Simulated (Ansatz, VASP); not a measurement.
# KTaO3: VASP beside Ansatz, part 2 of 3

Wanted: the spread between two codes on one cell, functional and k mesh.

VASP 6.6.1 and Ansatz 0.2.0.

So far: Set-up; VASP: band structure, PBE0.

## 3. Ansatz: band structure, PBE0

Level of this step: Ansatz beside VASP: Kohn-Sham DFT, plane waves, PBE0 (Ansatz).

Ansatz runs on its default PAW (the set named soft_2) files.

The same cell, functional, mesh and smearing now go to Ansatz, which takes its cutoff from its data sets.

input.yaml reads:

```yaml
crystal:
  lattice:
    - [3.9883, 0.0, 0.0]
    - [0.0, 3.9883, 0.0]
    - [0.0, 0.0, 3.9883]
  atoms:
    - { symbol: K, position: [0.5, 0.5, 0.5] }
    - { symbol: Ta, position: [0.0, 0.0, 0.0] }
    - { symbol: O, position: [0.5, 0.0, 0.0] }
    - { symbol: O, position: [0.0, 0.5, 0.0] }
    - { symbol: O, position: [0.0, 0.0, 0.5] }
hamiltonian:
  xc: pbe0
  pseudopotentials: { kind: paw }
kpoints:
  mp_grid: { grid: [4, 4, 4] }
  band_path:
    path:
      - [0.0, 0.0, 0.0]
      - [0.0, 0.3, 0.0]
      - [0.0, 0.5, 0.0]
      - [0.3, 0.5, 0.0]
      - [0.5, 0.5, 0.0]
      - [0.2, 0.2, 0.0]
      - [0.1, 0.1, 0.1]
      - [0.4, 0.4, 0.4]
      - [0.5, 0.5, 0.5]
      - [0.4, 0.5, 0.4]
      - [0.1, 0.5, 0.1]
      - [0.5, 0.5, 0.1]
      - [0.5, 0.5, 0.5]
    npoints: 1
scf:
  occupations: { method: gaussian, width: 0.02 }
  n_extra_bands: 8
output:
  forces: true
  stress: true
  eigenvalues: true
```

Run with:

```console
> ansatz run input.yaml --threads 4 --pin off --max-ram 9216MiB --backend cpu --events-out ev --progress --plain --runs-dir out
```

Numbers of over 12 decimals in the logs are rounded to 6 here.

The log of the run:

```text
Warning: output.stress: scf.convergence.dr2_threshold = 1e-7 eV (the SCF's general default) is looser than the 5e-10 eV advised for a printed stress (1e-10 eV for each atom of the cell: 5). What an SCF threshold leaves in a stress goes as its square root, and in the free energy as the threshold itself, and one threshold admits the most on a small cell: [figures from the program's tests cut] Set scf.convergence.dr2_threshold to 5e-10 eV or tighter. The threshold is an SCF's pass mark: one that does not reach it within its budget of iterations ends unconverged, or closes short of it on a stop that the run arms, and scf.convergence.dr2_threshold's page says what that costs each kind of run
Warning: output.stress: scf.exx.energy_threshold = 1e-6 eV is looser than the 5e-8 eV advised for a stress under a hybrid functional (1e-8 eV for each atom of the cell: 5). Every SCF of the exchange loop can meet its threshold on dr2 while the loop round them stops early: no threshold on dr2 bounds what that leaves in the stress. Set scf.exx.energy_threshold to 5e-8 eV or tighter. The threshold is the loop's pass mark: a loop that does not reach it within its budget of cycles ends unconverged, and scf.exx.energy_threshold's page has the law
scf.n_extra_bands = 8 over 20 filled bands (N_el = 40.0): the run solves 28 bands
Engine: ansatz 0.2.0, aarch64-unknown-linux-gnu
Pseudopotentials: kind: paw
Pseudopotential: K, paw, valence charge 9, recommended cutoff 420 eV (normal), K.paw.azcp
Pseudopotential: Ta, paw, valence charge 13, recommended cutoff 420 eV (normal), Ta.paw.azcp
Pseudopotential: O, paw, valence charge 6, recommended cutoff 420 eV (normal), O.paw.azcp
Functional definition: PBE0
  parameter a = 0.25
  parameter kappa = 0.804
  parameter beta = 0.066725
  exchange = (1 - a)*pbe_x(kappa = kappa, mu = beta*pi^2/3) + a*exact_x
  correlation = pbe_c(beta = beta)
Crystal: 5 atoms, lattice volume = 63.440 Å³
Basis set: ecut = 420 eV, 1237 PW (Γ), exchange–correlation on 54×54×54 points (8 copies of the dense FFT grid, shifted against one another)
Bands: 28, of which v1, the nominal top of the filled ones, is band 20 counted from 1 (19 counted from 0)
Symmetry: 48 space group operations
Space group: Pm-3m (ITA 221), of the structure as read, at distance tolerance 4.0e-5 Å
k-points: 10 of 64
Non-local potential: K, projectors of the file, l = 0: 3, l = 1: 2, l = 2: 2
Non-local potential: Ta, projectors of the file, l = 0: 3, l = 1: 2, l = 2: 2, l = 3: 1
Non-local potential: O, projectors of the file, l = 0: 2, l = 1: 2, l = 2: 1
PAW form: soft (Blöchl's): semilocal exchange-correlation on the pseudo side does not see the compensation charge
PAW frozen core: K, regenerated for the run's functional, and the local potential with it (the file was generated under x = pbe(κ = 0.804, μ = 0.219515), c = pbe(β = 0.066725))
PAW frozen core: Ta, regenerated for the run's functional, and the local potential with it (the file was generated under x = pbe(κ = 0.804, μ = 0.219515), c = pbe(β = 0.066725))
PAW frozen core: O, regenerated for the run's functional, and the local potential with it (the file was generated under x = pbe(κ = 0.804, μ = 0.219515), c = pbe(β = 0.066725))
PAW one-centre angular grid: K, 110 points (default); XC on 64 Gauss nodes
PAW one-centre angular grid: Ta, 590 points (default); XC on 64 Gauss nodes
PAW one-centre angular grid: O, 110 points (default); XC on 64 Gauss nodes
Initial density: superposition of atomic densities (neutral atoms: chi_scale 0, normalization atom), corrected by the library's trained network
Initial wavefunctions: pseudopotential atomic-orbital guess
Functional: x = pbe(κ = 0.804, μ = 0.219515), c = pbe(β = 0.066725), warm-up for x = 0.75 pbe(κ = 0.804, μ = 0.219515) + 0.25 exact, c = pbe(β = 0.066725)
SCF iter   1: F=—  HF=-13178.178336 eV  |F-HF|=—  |Δ(HF+E_count)|=         —  Δρ=3.93e-3  dr2=1.34e-2  ethr=1.77e-3  ⟨swp⟩=13.6  Hψ=1362  notcnv=2
preconditioner: auto → none  [insulator: Δε(μ)=2.335 eV  Ē_g=14.716 eV  σ=0.020 eV  W_gap=1.00  n_scr=18 (ndim 8)  ℏωp=25.5 eV  f_vac=0.012  D(μ)=0.00/eV (n_scr^D=0)]
SCF iter   2: F=—  HF=-13178.177070 eV  |F-HF|=—  |Δ(HF+E_count)|=   1.27e-3  Δρ=3.77e-3  dr2=8.15e-3  ethr=3.36e-5  ⟨swp⟩=5.5  Hψ=876  notcnv=0  defer=3
iter 3 solved again at ethr=2.24e-7 eV; its pass at ethr=2.04e-5 eV (dr2=8.94e-5 eV) is discarded
SCF iter   3: F=-13178.175257 eV  HF=-13178.175222 eV  |F-HF|=3.54e-5  |Δ(HF+E_count)|=   1.85e-3  Δρ=5.36e-4  dr2=9.80e-5  ethr=2.24e-7  ⟨swp⟩=3.8  Hψ=1241  notcnv=0  defer=1
SCF 1 stopped early in 3 iterations: F = -13178.175257 eV  dr2 = 9.80e-5
  greatest PAW one-centre occupation: 0.998 electrons in one spin orbital (limit 2), on the Ta atom at site 1 (counted from 0), in its partial waves of l = 0
Initial density: handed on by an earlier stage of this run
Initial wavefunctions: those handed on with the density
Functional: x = 0.75 pbe(κ = 0.804, μ = 0.219515) + 0.25 exact, c = pbe(β = 0.066725)
Frozen-core exchange: fock
SCF iter   1: F=—  HF=-13177.263315 eV  |F-HF|=—  |Δ(HF+E_count)|=         —  Δρ=1.31e-2  dr2=1.82e-1  ethr=2.45e-6  ⟨swp⟩=7.6  Hψ=1358  notcnv=0
preconditioner: auto → none  [insulator: Δε(μ)=4.702 eV  Ē_g=17.893 eV  σ=0.020 eV  W_gap=1.00  n_scr=18 (ndim 8)  ℏωp=25.5 eV  f_vac=0.012  D(μ)=0.00/eV (n_scr^D=0)]
SCF iter   2: F=—  HF=-13177.213932 eV  |F-HF|=—  |Δ(HF+E_count)|=   4.94e-2  Δρ=1.00e-2  dr2=5.37e-2  ethr=2.45e-6  ⟨swp⟩=5.0  Hψ=1107  notcnv=0
SCF iter   3: F=—  HF=-13177.202924 eV  |F-HF|=—  |Δ(HF+E_count)|=   1.10e-2  Δρ=2.31e-3  dr2=6.12e-3  ethr=2.45e-6  ⟨swp⟩=4.4  Hψ=916  notcnv=0
SCF iter   4: F=—  HF=-13177.224088 eV  |F-HF|=—  |Δ(HF+E_count)|=   2.12e-2  Δρ=2.15e-3  dr2=3.81e-3  ethr=2.45e-6  ⟨swp⟩=4.2  Hψ=847  notcnv=0
SCF iter   5: F=—  HF=-13177.222987 eV  |F-HF|=—  |Δ(HF+E_count)|=   1.10e-3  Δρ=5.05e-4  dr2=1.43e-4  ethr=2.45e-6  ⟨swp⟩=3.6  Hψ=655  notcnv=0
SCF iter   6: F=—  HF=-13177.223318 eV  |F-HF|=—  |Δ(HF+E_count)|=   3.31e-4  Δρ=2.44e-4  dr2=3.63e-5  ethr=2.00e-7  ⟨swp⟩=3.6  Hψ=663  notcnv=0  defer=1
SCF iter   7: F=-13177.223339 eV  HF=-13177.223309 eV  |F-HF|=3.01e-5  |Δ(HF+E_count)|=   8.70e-6  Δρ=3.18e-5  dr2=6.34e-6  ethr=7.54e-8  ⟨swp⟩=2.9  Hψ=499  notcnv=0
SCF 2 stopped early in 7 iterations: F = -13177.223339 eV  dr2 = 6.34e-6
  greatest PAW one-centre occupation: 0.997 electrons in one spin orbital (limit 2), on the Ta atom at site 1 (counted from 0), in its partial waves of l = 0
hybrid outer 1: dexx = +2.369e-2 eV, tail = 3.79e-5 eV
Frozen-core exchange: fock
SCF iter   1: F=—  HF=-13177.223041 eV  |F-HF|=—  |Δ(HF+E_count)|=         —  Δρ=5.10e-5  dr2=5.96e-7  ethr=4.74e-7  ⟨swp⟩=5.3  Hψ=736  notcnv=0
preconditioner: auto → none  [insulator: Δε(μ)=4.319 eV  Ē_g=17.712 eV  σ=0.020 eV  W_gap=1.00  n_scr=18 (ndim 8)  ℏωp=25.5 eV  f_vac=0.012  D(μ)=0.00/eV (n_scr^D=0)]
SCF iter   2: F=—  HF=-13177.223042 eV  |F-HF|=—  |Δ(HF+E_count)|=   8.54e-7  Δρ=2.64e-5  dr2=1.49e-7  ethr=1.24e-9  ⟨swp⟩=4.9  Hψ=735  notcnv=0  defer=1
SCF iter   3: F=—  HF=-13177.223042 eV  |F-HF|=—  |Δ(HF+E_count)|=   2.94e-8  Δρ=1.19e-5  dr2=2.34e-8  ethr=3.15e-10  ⟨swp⟩=3.0  Hψ=523  notcnv=0
SCF iter   4: F=-13177.223042 eV  HF=-13177.223042 eV  |F-HF|=6.91e-11  |Δ(HF+E_count)|=   4.67e-9  Δρ=5.84e-7  dr2=2.55e-9  ethr=5.22e-11  ⟨swp⟩=3.4  Hψ=592  notcnv=0
SCF 3 converged in 4 iterations: F = -13177.223042 eV  dr2 = 2.55e-9
  Residual-converged pass: ⟨swp⟩=3.4  Hψ=563  notcnv=0  max |occ|·‖R‖ = 2.4e-6 eV (tolerance 2.4e-6 eV)  dr2=2.57e-9  dr2_onsite=2.70e-11  max |Δocc| = 0.0e0
hybrid outer 2: dexx = +6.934e-7 eV, tail = 2.13e-8 eV, Δε = 2.17e-3 eV (about 5.79e-5 eV left of the loop's levels)
NSCF: frozen V_eff on 13 k-points
hybrid SCF converged: 2 outer / 11 inner (+3 warm-up), last move |dexx| = 6.93e-7 eV, tail = 2.13e-8 eV
Stability not checked: this state was not tested for a lower state beside it, because the functional holds exact exchange (a hybrid, or Hartree-Fock), whose exchange loop this test does not read (fock_operator; see scf.lower_state_search)
Free energy (F): -13177.223042 eV
Frozen-core exchange: fock
Harris-Foulkes:  -13177.223042 eV  (|F-HF|=6.91e-11)
Internal energy: -13177.223042 eV  (E = F + TS)
E sigma→0 (E₀):  -13177.223042 eV
Fermi energy:    9.467310 eV
--- Per-component energies (eV) ---
  E_band       = -349.105431
  E_kinetic    = 1146.641241
  E_local      = -2214.122011  (includes V_loc(G=0)·N_el)
  E_nonlocal   = 168.927305
  E_hartree    = 773.707016
  E_xc         = -444.000851
  E_vxc        = -503.292787  (∫ρ·V_xc dr)
  E_exx        = -135.277973  (= α·E_x^exact, valence–valence)
  E_paw        = -9648.190310  (= ΣΔE_a)
  E_vpaw       = -224.124538  (= ΣTr[D̂ρ^β])
  E_aug_tail   = 0.007377  (compensation charges beyond the density's cutoff)
  E_ewald      = -2821.337382
  E_core_change = -3.577458  (= ΣΔE_core)
  E_smearing   = -0.000000  (= −TS)
  E_closure    = 0.000004  (closes the sum)
  Σ components = -13177.223042   (vs F -13177.223042, Δ=0.00e0)
--- Forces (eV/Å), atoms counted from 1 ---
  atom   1  K      0.00000000     0.00000000     0.00000000
  atom   2  Ta    -0.00000000     0.00000000    -0.00000000
  atom   3  O      0.00000000    -0.00000000    -0.00000000
  atom   4  O      0.00000000     0.00000000    -0.00000000
  atom   5  O      0.00000000     0.00000000    -0.00000000
  max |Σ_I F_I| component: 4.06e-29 eV/Å
--- Stress (GPa, compression-positive) ---
       -0.353212       0.000000       0.000000
        0.000000      -0.353212       0.000000
        0.000000       0.000000      -0.353212
  P = ⅓ Tr σ = -0.3532 GPa (-3.532 kbar)
--- Band table (eV; the first three rows and the last of 10) ---
  k-point 0: bands = [... 16 lower, 6.1888, 6.6680, 6.6680, 6.6680, 11.6270, 11.6270, 11.6270, 16.3431, ... 4 higher]
  k-point 1: bands = [... 16 lower, 5.5312, 5.9348, 6.4936, 6.4936, 11.7094, 13.2072, 13.2072, 16.4291, ... 4 higher]
  k-point 2: bands = [... 16 lower, 5.0146, 5.6993, 6.4204, 6.4204, 11.7953, 14.7189, 14.7189, 16.4449, ... 4 higher]
  k-point 9: bands = [... 16 lower, 3.1057, 7.3076, 7.3076, 7.3076, 16.3727, 16.3727, 16.3727, 18.8133, ... 4 higher]
```

Wall time 33 s (4 threads of Arm Neoverse V2, shared host); peak memory 1.1 GiB.

## 4. Differences

Known differences besides the PAW data sets themselves: exact exchange at q = 0 is treated differently, which shows on coarse meshes; VASP keeps PBE cores, Ansatz makes them for the functional; the data sets hold 40 valence electrons in Ansatz (default PAW (the set named soft_2) files) and 38 in VASP; the cutoff is 420 eV in Ansatz and 520 eV in VASP; VASP takes a coarser grid for exact exchange (PRECFOCK = Fast). Total energies have different zeros and are not compared.

Both answers:

```csv
quantity,Ansatz,VASP,difference
gap over the path points (eV),4.319,4.234,+0.086
```

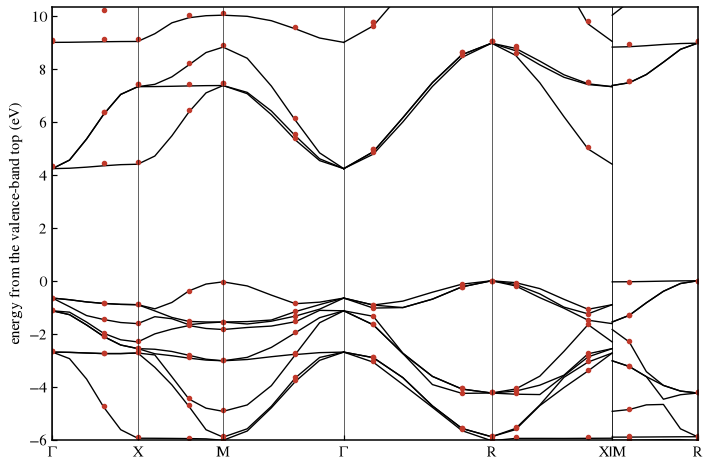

Bands from VASP (lines) and levels from Ansatz (dots). Dots without a line are higher empty bands that the VASP plot leaves out.

Levels at points of the path, from each program's valence-band top (eV; 4 filled, then empty):

```csv
k (reciprocal lattice),Ansatz,VASP
0.000 0.000 0.000,-1.12 -0.64 -0.64 -0.64 4.32 4.32 4.32,-1.13 -0.65 -0.65 -0.65 4.23 4.23 4.23
0.000 0.300 0.000,-1.96 -1.45 -0.84 -0.84 4.43 6.36 6.36,-1.98 -1.46 -0.86 -0.86 4.34 6.28 6.28
0.000 0.500 0.000,-2.29 -1.61 -0.89 -0.89 4.49 7.41 7.41,-2.31 -1.62 -0.90 -0.90 4.40 7.33 7.33
0.300 0.500 0.000,-1.68 -1.63 -1.52 -0.37 6.45 7.44 8.24,-1.69 -1.66 -1.54 -0.38 6.37 7.36 8.15
0.500 0.500 0.000,-1.80 -1.54 -1.54 -0.04 7.46 7.46 8.92,-1.84 -1.56 -1.56 -0.04 7.37 7.37 8.82
0.200 0.200 0.000,-1.53 -1.31 -1.14 -0.86 5.40 5.55 6.14,-1.54 -1.33 -1.16 -0.87 5.31 5.47 6.05
0.100 0.100 0.100,-1.32 -1.02 -0.91 -0.91 4.87 4.96 4.96,-1.34 -1.03 -0.92 -0.92 4.78 4.87 4.87
0.400 0.400 0.400,-4.06 -0.22 -0.22 -0.12 8.52 8.62 8.62,-4.09 -0.23 -0.23 -0.13 8.43 8.54 8.54
0.500 0.500 0.500,-4.20 0.00 0.00 0.00 9.06 9.06 9.06,-4.24 0.00 0.00 0.00 8.97 8.97 8.97
0.400 0.500 0.400,-4.05 -0.19 -0.14 -0.07 8.60 8.77 8.86,-4.09 -0.20 -0.14 -0.07 8.51 8.69 8.77
```

Among the levels compared (up to four filled and three empty ones at each point), filled levels agree within 36 meV and empty ones within 94 meV.

[end of part 2 of 3]

[Lines on the potential files, build, host, timing and source positions are cut from VASP's logs without a mark.]

[Logs are printed without paths, hosts, clocks, repeated set-up lines and the standing remarks that a program may print on its own settings, such as how far it seeks lower states.]

[Hosts, paths, dates, database ids (printed as entryN), source tags and the programs' standing remarks are cut or masked in the printed files.]
